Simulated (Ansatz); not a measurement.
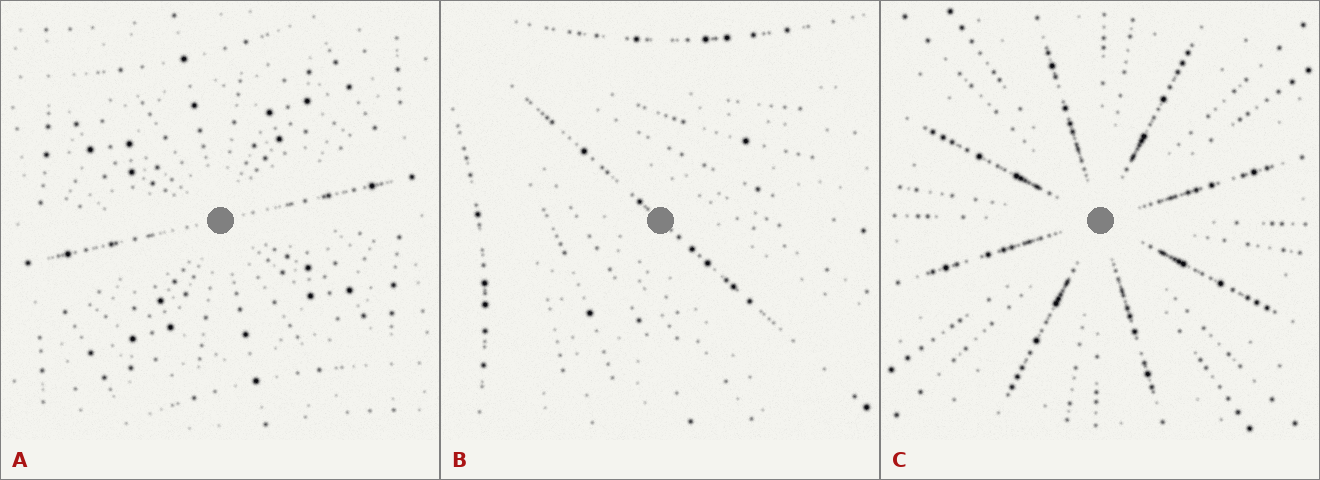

Simulated back-reflection Laue patterns (white X-rays, 0.45 to 2.2 Å, flat plate covering ±45° about the beam, kinematic intensities, seen from the source). Crystal: La2Sn8Rh, space group P4/mmm (No. 123), a = 4.67 Å, c = 12.23 Å. Structure: the end point of a relaxation (final pressure about 5 GPa) with DFT, PAW plane waves, r2scan in Ansatz 0.2.0; the starting structure was generated, so it need not be a known form of this composition.

```
Rh La Sn
1.0
     4.66904    0.00000    0.00000
     0.00000    4.66904    0.00000
     0.00000    0.00000   12.22547
Rh La Sn
1 2 8
Direct
  0.00000 0.00000 0.00000
  0.00000 0.00000 0.31110
  0.00000 0.00000 0.68890
  0.50000 0.00000 0.50000
  0.00000 0.50000 0.50000
  0.50000 0.00000 0.12023
  0.00000 0.50000 0.12023
  0.50000 0.00000 0.87977
  0.00000 0.50000 0.87977
  0.50000 0.50000 0.30372
  0.50000 0.50000 0.69628
```

The directions [001], [100], [111] point towards the source, in some order. Which is which?

A: [100], symmetry 2mm (a twofold axis with two mirror lines). B: [111], symmetry m (one mirror line). C: [001], symmetry 4mm (a fourfold axis with mirror lines). The Laue class is 4/mmm.
